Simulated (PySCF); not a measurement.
# CH₇B₂FSi: NMR shifts and electronic excitations at several levels of theory, part 2 of 2

PySCF 2.14.0. Atoms count from 0. The steps go on from the part before.

### Step 9. Shielding tensors: PBE0/aug-cc-pVDZ

The job: settings as JSON, then the geometry in Å.

```
{"job": {"kind": "nmr", "xc": "PBE0", "basis": "aug-cc-pVDZ", "pop": true}, "charge": 0, "multiplicity": 1}
C     -1.368621    -1.087870     0.162386
B     -0.395540     0.133538     0.092197
Si     1.611417    -0.169691    -0.017677
B     -0.875320     1.743760     0.210701
F     -1.060178     2.514705    -0.857418
H     -1.454007    -1.259678     1.257970
H     -0.982171    -2.028772    -0.256649
H     -2.392337    -0.902334    -0.195730
H      2.020393    -1.584469     0.261463
H      2.020883     0.159981    -1.424474
H      2.390437     0.732024     0.890580
H     -1.026195     2.293018     1.290498
```

Level: GIAO PBE0/aug-cc-pVDZ NMR shielding, non-relativistic, gas phase.

The log of the run:

```text
coarse grid: 10312 points
cycle   1  E = -480.9786967747  dE =  9.761e-02  |g| = 4.600e-01  |ddm| = 8.556e+00
cycle   2  E = -480.9416755013  dE =  3.702e-02  |g| = 6.688e-01  |ddm| = 1.998e+00
cycle   3  E = -481.0222091365  dE = -8.053e-02  |g| = 6.377e-02  |ddm| = 9.120e-01
cycle   4  E = -481.0229349944  dE = -7.259e-04  |g| = 2.585e-02  |ddm| = 1.660e-01
cycle   5  E = -481.0231050137  dE = -1.700e-04  |g| = 3.189e-03  |ddm| = 5.567e-02
cycle   6  E = -481.0231086079  dE = -3.594e-06  |g| = 8.507e-04  |ddm| = 1.341e-02
final grid: 94760 points
cycle   7  E = -481.0328823780  dE = -2.414e-05  |g| = 5.141e-03  |ddm| = 1.379e-01
cycle   8  E = -481.0328799416  dE =  2.436e-06  |g| = 5.994e-03  |ddm| = 2.401e-02
cycle   9  E = -481.0328895030  dE = -9.561e-06  |g| = 2.641e-04  |ddm| = 1.142e-02
cycle  10  E = -481.0328895197  dE = -1.670e-08  |g| = 1.359e-04  |ddm| = 1.073e-03
cycle  11  E = -481.0328895231  dE = -3.392e-09  |g| = 4.842e-05  |ddm| = 2.650e-04
cycle  12  E = -481.0328895235  dE = -4.455e-10  |g| = 7.604e-06  |ddm| = 1.130e-04
converged SCF energy = -481.0328895235

GIAO shielding tensors (ppm)
atom      isotropic    diamagn.    paramagn.     s11        s22        s33       span
  0 C      172.626     185.120     -12.494    143.309    173.137    201.431     58.122
  1 B       -5.927     175.211    -181.138   -100.660    -55.648    138.526    239.186
  2 Si     514.792     898.586    -383.793    480.836    529.877    533.664     52.828
  3 B       44.213     231.941    -187.728    -43.800     68.394    108.046    151.846
  4 F      183.350     461.009    -277.660    -32.550     60.546    522.053    554.603
  5 H       30.225      23.152       7.073     25.805     29.438     35.433      9.627
  6 H       28.813      28.902      -0.089     25.707     28.671     32.061      6.354
  7 H       28.896      31.425      -2.529     25.775     27.532     33.381      7.607
  8 H       27.802      29.804      -2.002     25.022     26.372     32.014      6.991
  9 H       27.645      29.327      -1.682     24.839     26.263     31.833      6.994
 10 H       27.351      29.981      -2.630     24.544     25.948     31.561      7.017
 11 H       24.386      26.099      -1.713     20.897     25.719     26.542      5.644
```

Run time: 21 s. Hardware: 1 thread of Arm Neoverse V1, shared host; peak memory 0.8 GiB.

In short: δ C0 22.5, B1 116.1, B3 66.0, Si2 -98.1, H11 7.01, H8 3.80 ppm (means over like atoms).

### Step 10. Nuclear shieldings: PBE0/IGLO-III

Same as in step 9 but for these lines:

```diff
@@ -1,2 +1,2 @@
-{"job": {"kind": "nmr", "xc": "PBE0", "basis": "aug-cc-pVDZ", "pop": true}, "charge": 0, "multiplicity": 1}
+{"job": {"kind": "nmr", "xc": "PBE0", "basis": "IGLO-III", "pop": true}, "charge": 0, "multiplicity": 1}
 C     -1.368621    -1.087870     0.162386
```

Level: GIAO PBE0/IGLO-III NMR shielding, non-relativistic, gas phase.

The log of the run:

```text
coarse grid: 10312 points
cycle   1  E = -481.0522330331  dE =  5.009e-02  |g| = 5.244e-01  |ddm| = 2.182e+00
cycle   2  E = -481.0057850002  dE =  4.645e-02  |g| = 7.737e-01  |ddm| = 5.498e-01
cycle   3  E = -481.1016828152  dE = -9.590e-02  |g| = 7.526e-02  |ddm| = 2.942e-01
cycle   4  E = -481.1024896744  dE = -8.069e-04  |g| = 3.533e-02  |ddm| = 5.055e-02
cycle   5  E = -481.1027789651  dE = -2.893e-04  |g| = 4.658e-03  |ddm| = 2.059e-02
cycle   6  E = -481.1027844902  dE = -5.525e-06  |g| = 1.125e-03  |ddm| = 3.915e-03
final grid: 94760 points
cycle   7  E = -481.1071586706  dE = -8.010e-05  |g| = 6.020e-03  |ddm| = 4.048e-02
cycle   8  E = -481.1071551186  dE =  3.552e-06  |g| = 7.178e-03  |ddm| = 6.571e-03
cycle   9  E = -481.1071661612  dE = -1.104e-05  |g| = 6.359e-04  |ddm| = 3.339e-03
cycle  10  E = -481.1071662000  dE = -3.885e-08  |g| = 3.854e-04  |ddm| = 3.733e-04
cycle  11  E = -481.1071662259  dE = -2.585e-08  |g| = 5.383e-05  |ddm| = 1.694e-04
cycle  12  E = -481.1071662265  dE = -6.179e-10  |g| = 9.664e-06  |ddm| = 3.629e-05
converged SCF energy = -481.1071662265

GIAO shielding tensors (ppm)
atom      isotropic    diamagn.    paramagn.     s11        s22        s33       span
  0 C      159.984     248.296     -88.312    127.668    160.852    191.431     63.763
  1 B      -27.545     192.375    -219.920   -130.358    -80.792    128.516    258.874
  2 Si     451.835     886.999    -435.164    413.425    468.103    473.977     60.552
  3 B       26.993     191.809    -164.816    -65.420     53.199     93.201    158.622
  4 F      162.597     466.997    -304.400    -66.294     32.307    521.777    588.071
  5 H       30.317      27.987       2.330     25.863     29.458     35.631      9.767
  6 H       28.858      29.510      -0.652     25.687     28.587     32.301      6.613
  7 H       28.940      28.387       0.553     25.696     27.614     33.511      7.815
  8 H       27.745      30.067      -2.321     25.078     26.373     31.785      6.706
  9 H       27.562      29.702      -2.140     24.920     26.286     31.478      6.558
 10 H       27.286      29.653      -2.367     24.606     25.972     31.279      6.672
 11 H       24.566      28.491      -3.925     21.224     25.840     26.635      5.412
```

It took 29 s on 1 thread of Arm Neoverse V1, shared host; peak memory 0.96 GiB.

Key values: δ C0 23.8, B1 127.5, B3 72.9, Si2 -106.5, H11 6.81, H8 3.84 ppm (means over like atoms).

### Step 11. Nuclear shieldings: PBE0/pcSseg-0

Same as in step 10 but for these lines:

```diff
@@ -1,2 +1,2 @@
-{"job": {"kind": "nmr", "xc": "PBE0", "basis": "IGLO-III", "pop": true}, "charge": 0, "multiplicity": 1}
+{"job": {"kind": "nmr", "xc": "PBE0", "basis": "pcSseg-0", "pop": true}, "charge": 0, "multiplicity": 1}
 C     -1.368621    -1.087870     0.162386
```

Level: GIAO PBE0/pcSseg-0 NMR shielding, non-relativistic, gas phase.

The log of the run:

```text
coarse grid: 10312 points
cycle   1  E = -480.2057018190  dE =  2.084e-02  |g| = 4.172e-01  |ddm| = 3.172e+00
cycle   2  E = -480.1778498337  dE =  2.785e-02  |g| = 6.126e-01  |ddm| = 1.148e+00
cycle   3  E = -480.2414230314  dE = -6.357e-02  |g| = 5.130e-02  |ddm| = 6.807e-01
cycle   4  E = -480.2419205781  dE = -4.975e-04  |g| = 2.181e-02  |ddm| = 8.752e-02
cycle   5  E = -480.2420370459  dE = -1.165e-04  |g| = 2.654e-03  |ddm| = 3.146e-02
cycle   6  E = -480.2420391517  dE = -2.106e-06  |g| = 6.574e-04  |ddm| = 4.898e-03
final grid: 94760 points
cycle   7  E = -480.2454444027  dE = -8.467e-06  |g| = 6.504e-03  |ddm| = 1.694e-02
cycle   8  E = -480.2454387274  dE =  5.675e-06  |g| = 8.841e-03  |ddm| = 1.475e-02
cycle   9  E = -480.2454515265  dE = -1.280e-05  |g| = 5.691e-04  |ddm| = 8.659e-03
cycle  10  E = -480.2454515993  dE = -7.276e-08  |g| = 1.001e-04  |ddm| = 7.317e-04
cycle  11  E = -480.2454516018  dE = -2.494e-09  |g| = 2.705e-05  |ddm| = 1.656e-04
cycle  12  E = -480.2454516020  dE = -2.433e-10  |g| = 3.798e-06  |ddm| = 5.646e-05
converged SCF energy = -480.2454516020

GIAO shielding tensors (ppm)
atom      isotropic    diamagn.    paramagn.     s11        s22        s33       span
  0 C      164.515     256.043     -91.528    129.367    166.946    197.233     67.866
  1 B      -23.842     202.182    -226.024   -128.631    -78.629    135.735    264.366
  2 Si     492.908     880.712    -387.804    452.008    490.222    536.494     84.487
  3 B       26.393     188.008    -161.615    -71.720     55.101     95.797    167.517
  4 F      118.341     468.281    -349.940   -162.426    -47.350    564.800    727.226
  5 H       31.540      30.358       1.182     27.480     30.142     36.998      9.517
  6 H       30.065      31.072      -1.008     26.713     30.014     33.467      6.754
  7 H       30.176      30.437      -0.261     26.971     28.802     34.755      7.783
  8 H       29.277      29.112       0.165     26.532     27.698     33.601      7.069
  9 H       29.034      28.860       0.175     26.166     27.140     33.797      7.632
 10 H       28.903      28.847       0.055     26.211     27.223     33.275      7.064
 11 H       25.092      27.382      -2.290     21.623     26.406     27.247      5.624
```

It took 4.7 s on 1 thread of Arm Neoverse V1, shared host; peak memory 0.39 GiB.

Key values: δ C0 29.0, B1 128.7, B3 78.5, Si2 -144.4, H11 7.74, H8 3.76 ppm (means over like atoms).

### Step 12. Excited states and response: HF/def2-SVPD

Same as in step 11 but for these lines:

```diff
@@ -1,2 +1,2 @@
-{"job": {"kind": "nmr", "xc": "PBE0", "basis": "pcSseg-0", "pop": true}, "charge": 0, "multiplicity": 1}
+{"job": {"kind": "uv", "xc": "HF", "basis": "def2-SVPD", "ip": true}, "charge": 0, "multiplicity": 1}
 C     -1.368621    -1.087870     0.162386
```

Method: TDDFT HF/def2-SVPD, vertical, gas phase, core orbitals frozen in the response.

The log of the run:

```text
final grid: 94760 points
cycle   1  E = -479.3829600500  dE =  2.128e-01  |g| = 5.037e-01  |ddm| = 3.679e+00
cycle   2  E = -479.4569202271  dE = -7.396e-02  |g| = 2.566e-01  |ddm| = 1.301e+00
cycle   3  E = -479.4700720715  dE = -1.315e-02  |g| = 6.981e-02  |ddm| = 3.426e-01
cycle   4  E = -479.4719547890  dE = -1.883e-03  |g| = 1.032e-02  |ddm| = 2.454e-01
cycle   5  E = -479.4720281979  dE = -7.341e-05  |g| = 2.981e-03  |ddm| = 4.578e-02
cycle   6  E = -479.4720384656  dE = -1.027e-05  |g| = 1.045e-03  |ddm| = 1.424e-02
cycle   7  E = -479.4720400424  dE = -1.577e-06  |g| = 4.473e-04  |ddm| = 3.829e-03
cycle   8  E = -479.4720404215  dE = -3.791e-07  |g| = 1.593e-04  |ddm| = 2.061e-03
cycle   9  E = -479.4720404694  dE = -4.793e-08  |g| = 4.536e-05  |ddm| = 8.590e-04
cycle  10  E = -479.4720404721  dE = -2.711e-09  |g| = 1.561e-05  |ddm| = 2.128e-04
cycle  11  E = -479.4720404724  dE = -2.647e-10  |g| = 5.473e-06  |ddm| = 6.827e-05
converged SCF energy = -479.4720404724

Static polarisability (au): isotropic 65.631, principal 57.792 66.557 72.545

Singlet excitations
state   eV       nm        f      main configurations
  1   4.4124    281.0   0.00186   H->L 0.85
  2   5.7825    214.4   0.02770   H->L+1 0.34, H->L+2 0.21
  3   6.1943    200.2   0.01425   H-1->L 0.71
  4   7.9456    156.0   0.01858   H->L+1 0.45, H-1->L+1 0.13
  5   8.2398    150.5   0.09155   H->L+2 0.50, H-1->L+1 0.14, H-1->L+2 0.10
  6   8.7819    141.2   0.02193   H->L+3 0.38, H->L+6 0.22
  7   9.0148    137.5   0.00300   H->L+5 0.43, H->L+7 0.12
  8   9.0691    136.7   0.00520   H-3->L 0.50
  9   9.1686    135.2   0.01493   H-2->L 0.58, H->L+4 0.09
 10   9.4476    131.2   0.29377   H->L+4 0.21, H->L+7 0.11, H->L+3 0.10

Triplet excitations (Tamm-Dancoff, eV): 3.3911 4.8476 5.1919 7.2046
Vertical ionisation energy (delta-SCF) = 9.1326 eV
```

Run time: 11 s. Hardware: 1 thread of Arm Neoverse V1, shared host; peak memory 0.71 GiB.

The orbitals next to the gap, with their largest atomic shares:

```tsv
orbital	eV	atoms
HOMO−3	-13.15	Si2 34 %, H8 30 %, B1 9 %
HOMO−2	-12.96	Si2 42 %, H9 28 %, H10 21 %
HOMO−1	-12.15	B1 23 %, C0 17 %, Si2 16 %
HOMO	-10.45	B1 31 %, Si2 23 %, B3 15 %
LUMO	1.54	B1 35 %, B3 19 %, Si2 16 %
LUMO+1	1.96	B1 29 %, B3 20 %, C0 11 %
LUMO+2	2.24	Si2 35 %, B3 19 %, B1 15 %
```

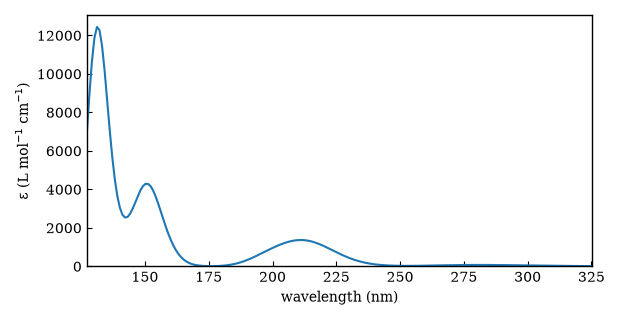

Absorption spectrum: each of the 10 states is a Gaussian band of 0.4 eV half-width at 1/e. Beyond the last state computed it falls off for lack of states.

Further results of this job:

```tsv
property	computed
dipole moment (D)	1.80
polarisability (Å³)	9.73
HOMO–LUMO gap (eV)	12.00
−ε(HOMO) (eV)	10.45
```

### Step 13. Side by side: NMR shifts

Shifts (ppm) of some atoms, chosen among heavy atoms and hydrogens apart, means over like atoms, with basis size and wall time:

```tsv
run	C0	H11	H5	B1	B3	Si2	F4	functions	time
PBE0/6-31G*	23.4	6.88	1.93	113.6	65.0	-68.9	25.5	88	7.2 s
PBE0/6-311+G(2d,p)	23.4	6.85	1.98	119.8	69.2	-104.3	6.3	185	19 s
PBE0/def2-SVP	22.9	6.58	1.93	118.4	68.0	-96.8	37.7	109	8.2 s
PBE0/def2-TZVP	23.2	6.86	1.99	122.5	70.0	-107.4	13.7	203	25 s
PBE0/cc-pVDZ	23.7	6.69	1.96	118.8	67.8	-89.6	27.8	109	9.1 s
PBE0/cc-pVTZ	24.0	6.69	2.02	120.8	68.9	-99.5	16.3	252	35 s
PBE0/aug-cc-pVDZ	22.5	7.01	2.08	116.1	66.0	-98.1	10.8	182	21 s
PBE0/IGLO-III	23.8	6.81	2.00	127.5	72.9	-106.5	12.0	254	29 s
PBE0/pcSseg-0	29.0	7.74	2.24	128.7	78.5	-144.4	60.0	63	4.7 s
```

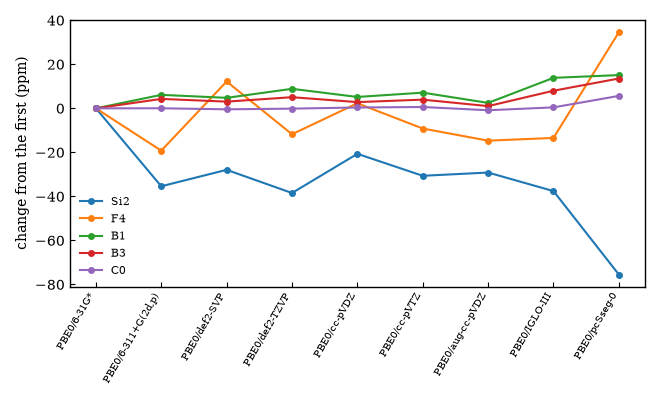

How five of the tabulated atoms move from run to run.

### Step 14. Outcome

The summary covers parts 1 to 2.

```
                                                            quantity                         value
                                                         point group                            C1
                                rotational constants (main isotopes)          4.32, 2.25, 1.61 GHz
                                ¹³C shifts against TMS (PBE0/6-31G*)                      23.4 ppm
¹H shifts against TMS (PBE0/6-31G*, means over atoms taken as alike)          6.88, 3.88, 1.93 ppm
                           ¹¹B shifts against BF3·OEt2 (PBE0/6-31G*)               113.6, 65.0 ppm
                               ²⁹Si shifts against TMS (PBE0/6-31G*)                     -68.9 ppm
                              ¹⁹F shifts against CFCl3 (PBE0/6-31G*)                      25.5 ppm
                                       lowest singlet (HF/def2-SVPD)   4.41 eV (281 nm), f = 0.002
                            brightest single state of those computed  state 10, 9.45 eV, f = 0.294
                                                      lowest triplet                       3.39 eV
                                   vertical ionisation energy (ΔSCF)                       9.13 eV
                                           range of the shift of Si2           -144.4 to -68.9 ppm
```

**Reading.** Single values in the summary come from the first run of each kind that ended normally (PBE0/6-31G*; HF/def2-SVPD), which need not be the best level. Relaxing lowered the energy by 0.186 eV in 5 steps; the close pair that moved most is B1–Si2, from 1.964 to 2.033 Å. At PBE0/6-31G*: The widest tensor belongs to F4: span 582 ppm, with a paramagnetic part of -291 ppm. The first singlet state (HOMO→LUMO 0.85) lies at 4.41 eV and is weak; of the 10 states computed, the strongest absorption comes from state 10 at 9.45 eV (the last computed, so partners may be missing). The lowest triplet lies 1.02 eV below the lowest singlet (triplets in Tamm-Dancoff, singlets in full TDDFT). At HF/def2-SVPD, the highest states lie near or above the ionisation energy, where they hang on the basis. The orbital energy would give 10.45 eV for ionisation, ΔSCF gives 9.13 eV. In ppm, Si2 moves most: its shift spreads over 75.5 ppm, from -144.4 (PBE0/pcSseg-0) to -68.9 (PBE0/6-31G*). Most of that comes from the computed reference, not from the atom's own shielding.
